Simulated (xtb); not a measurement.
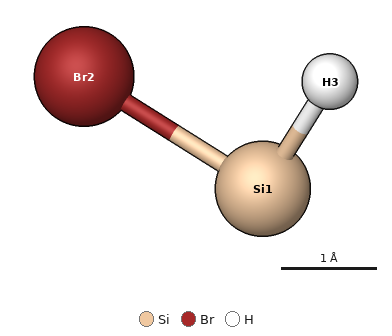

**Figure 1.** The structure as given in the input (ball-and-stick view, seen at a tilt; atoms are numbered from 1 in the order of the input). Bond lengths as drawn: Br–Si 2.24 Å and H–Si 1.53 Å.

## Run report: SiHBr (charge +1), energy and gradient calculation

System: SiHBr, charge +1, multiplicity 2.
Method: GFN1-xTB (xtb 6.7.1).

The geometry is that of the parent species in another charge or spin state. The geometry comes from this level: PBE0-D4/def2-TZVP.

## Log
```
* xtb version 6.7.1
   ID    Z sym.   atoms
    1   14 Si     1
    2   35 Br     2
    3    1 H      3

           -------------------------------------------------
          |                Calculation Setup                |
           -------------------------------------------------

          program call               : xtb start.xyz -c 1 --uhf 1 --grad --gfn1
          coordinate file            : start.xyz
          omp threads                :                     1

########################################################################
[WARNING] Please study the warnings concerning your input carefully
-1- prog_main_parseArguments: The use of '--gfn1' is discouraged, please use '--gfn 1' next time
########################################################################

           -------------------------------------------------
          |                 G F N 1 - x T B                 |
           -------------------------------------------------

      * Hamiltonian:
        H0-scaling (s, p, d)           1.850000    2.250000    2.000000
        zeta-weighting                 0.000000
      * Dispersion:
        s8                             2.400000
        a1                             0.630000
        a2                             5.000000
        s9                             0.000000
      * Repulsion:
        kExp                           1.500000
        rExp                           1.000000
      * Coulomb:
        alpha                          2.000000
        third order                    atomic
        anisotropic                    false
      * Halogen bond correction:
        rad-scale                      1.300000
        damping                        0.440000

          ...................................................
          :                      SETUP                      :
          :.................................................:
          :  # basis functions                  22          :
          :  # atomic orbitals                  20          :
          :  # shells                            8          :
          :  # electrons                        11          :
          :  # halogen bonds                     0          :
          :  max. iterations                   250          :
          :  Hamiltonian                  GFN1-xTB          :
          :  restarted?                      false          :
          :  GBSA solvation                  false          :
          :  PC potential                    false          :
          :  electronic temp.          300.0000000     K    :
          :  accuracy                    1.0000000          :
          :  -> integral cutoff          0.2500000E+02      :
          :  -> integral neglect         0.1000000E-07      :
          :  -> SCF convergence          0.1000000E-05 Eh   :
          :  -> wf. convergence          0.2000000E-04 e    :
          :  Broyden damping             0.4000000          :
          :  net charge                          1          :
          :  unpaired electrons                  1          :
          ...................................................

 iter      E             dE          RMSdq      gap      omega  full diag
   1     -5.4470087 -0.544701E+01  0.921E+00    2.95       0.0  T
   2     -5.2499312  0.197078E+00  0.883E+00    2.41       1.0  T
   3     -5.6674782 -0.417547E+00  0.470E+00    3.17       1.0  T
   4     -5.7709189 -0.103441E+00  0.373E-01    2.92       1.0  T
   5     -5.7700878  0.831044E-03  0.443E-01    2.99       1.0  T
   6     -5.7710269 -0.939053E-03  0.917E-02    2.96       1.0  T
   7     -5.7710447 -0.178749E-04  0.383E-02    2.96       1.5  T
   8     -5.7710516 -0.689325E-05  0.107E-02    2.96       5.4  T
   9     -5.7710520 -0.404797E-06  0.526E-03    2.96      11.0  T
  10     -5.7710522 -0.150450E-06  0.568E-05    2.96    1017.3  T
  11     -5.7710522  0.146461E-11  0.239E-05    2.96    2411.3  T

   *** convergence criteria satisfied after 11 iterations ***

         #    Occupation            Energy/Eh            Energy/eV
      -------------------------------------------------------------
         1        2.0000           -0.9741279             -26.5074
         2        2.0000           -0.8579274             -23.3454
         3        2.0000           -0.7170390             -19.5116
         4        2.0000           -0.7091764             -19.2977
         5        2.0000           -0.7012425             -19.0818
         6        1.0000           -0.6362357             -17.3129 (HOMO)
         7                         -0.5275176             -14.3545 (LUMO)
         8                         -0.4758441             -12.9484
         9                         -0.4453023             -12.1173
        10                         -0.4026383             -10.9563
        11                         -0.3805712             -10.3559
       ...                                ...                  ...
        20                          0.7129195              19.3995
      -------------------------------------------------------------
                  HL-Gap            0.1087181 Eh            2.9584 eV
             Fermi-level           -0.6253079 Eh          -17.0155 eV

 SCC (total)                   0 d,  0 h,  0 min,  0.008 sec
 SCC setup                      ...        0 min,  0.000 sec (  1.890%)
 Dispersion                     ...        0 min,  0.000 sec (  0.718%)
 classical contributions        ...        0 min,  0.000 sec (  0.439%)
 integral evaluation            ...        0 min,  0.002 sec ( 24.935%)
 iterations                     ...        0 min,  0.003 sec ( 40.765%)
 molecular gradient             ...        0 min,  0.002 sec ( 27.566%)
 printout                       ...        0 min,  0.000 sec (  2.990%)

         :::::::::::::::::::::::::::::::::::::::::::::::::::::
         ::                     SUMMARY                     ::
         :::::::::::::::::::::::::::::::::::::::::::::::::::::
         :: total energy              -5.751367448416 Eh    ::
         :: gradient norm              0.022658153998 Eh/a0 ::
         :: HOMO-LUMO gap              2.958370149624 eV    ::
         ::.................................................::
         :: SCC energy                -5.771052195832 Eh    ::
         :: -> electrostatic           0.107705682915 Eh    ::
         :: repulsion energy           0.020408852216 Eh    ::
         :: dispersion energy         -0.000724104800 Eh    ::
         :: halogen bond corr.         0.000000000000 Eh    ::
         :: add. restraining           0.000000000000 Eh    ::
         :: total charge               1.000000000000 e     ::
         :::::::::::::::::::::::::::::::::::::::::::::::::::::

           -------------------------------------------------
          |                Property Printout                |
           -------------------------------------------------

    * Orbital Energies and Occupations

         #    Occupation            Energy/Eh            Energy/eV
      -------------------------------------------------------------
         1        2.0000           -0.9741279             -26.5074
         2        2.0000           -0.8579274             -23.3454
         3        2.0000           -0.7170390             -19.5116
         4        2.0000           -0.7091764             -19.2977
         5        2.0000           -0.7012425             -19.0818
         6        1.0000           -0.6362357             -17.3129 (HOMO)
         7                         -0.5275176             -14.3545 (LUMO)
         8                         -0.4758441             -12.9484
         9                         -0.4453023             -12.1173
        10                         -0.4026383             -10.9563
        11                         -0.3805712             -10.3559
        12                         -0.3790414             -10.3142
        13                         -0.3430131              -9.3339
        14                         -0.3285890              -8.9414
        15                         -0.3271389              -8.9019
        16                         -0.2715369              -7.3889
        17                         -0.1357202              -3.6931
       ...                                ...                  ...
        20                          0.7129195              19.3995
      -------------------------------------------------------------
                  HL-Gap            0.1087181 Eh            2.9584 eV
             Fermi-level           -0.6253079 Eh          -17.0155 eV

  Mulliken/CM5 charges         n(s)   n(p)   n(d)
     1Si    0.76416  0.63645   1.677  1.021  0.538
     2Br    0.10605  0.16066   1.905  4.987  0.002
     3H     0.12980  0.20289   0.870  0.000  0.000

Wiberg/Mayer (AO) data.
largest (>0.10) Wiberg bond orders for each atom

 ---------------------------------------------------------------------------
     #   Z sym  total        # sym  WBO       # sym  WBO       # sym  WBO
 ---------------------------------------------------------------------------
     1  14 Si   2.480 --     2 Br   1.644     3 H    0.836
     2  35 Br   1.744 --     1 Si   1.644
     3   1 H    0.935 --     1 Si   0.836
 ---------------------------------------------------------------------------

Topologies differ in total number of bonds
Writing topology from bond orders to xtbtopo.mol

 dipole moment from electron density (au)
     X       Y       Z
  -1.7166   0.9631  -0.8589  total (Debye):    5.459

           -------------------------------------------------
          | TOTAL ENERGY               -5.751367448416 Eh   |
          | GRADIENT NORM               0.022658153998 Eh/α |
          | HOMO-LUMO GAP               2.958370149624 eV   |
           -------------------------------------------------

------------------------------------------------------------------------
------------------------------------------------------------------------
 total:
 *  cpu-time:     0 d,  0 h,  0 min,  0.021 sec
 * ratio c/w:     1.000 speedup
 SCF:
 *  cpu-time:     0 d,  0 h,  0 min,  0.008 sec
 * ratio c/w:     1.000 speedup
```

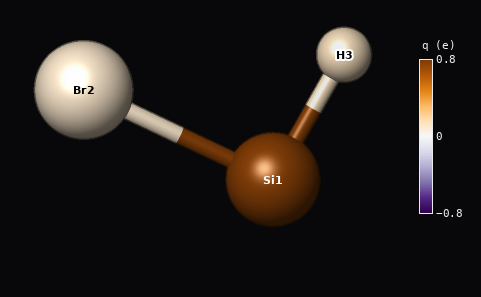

**Figure 2.** Mulliken charges, as the colour of each atom (ball-and-stick view, seen on its broad side; atoms are numbered from 1 in the order of the input). By element: Si +0.76, Br +0.11 and H +0.13 e.

The run was set up as follows.

## Input file (start.xyz)
```
3
start
Si    -0.62470000     0.52190000    -0.29610000
Br     1.34090000     0.40150000     0.78140000
H     -0.72710000    -0.98830000    -0.49860000
```

Launched with:
```bash
xtb start.xyz -c 1 --uhf 1 --grad --gfn1 | tee start.out
```

## Results in brief

```tsv
quantity	value
outcome	converged
electrons treated	11
total energy	−5.751367 hartree
dispersion energy	−0.000724 hartree
basis functions	22
largest force	0.919 eV/Å
hardware	1 thread of AMD EPYC 7571, 176 GiB of memory available, shared host
peak memory	0.07 GiB
```
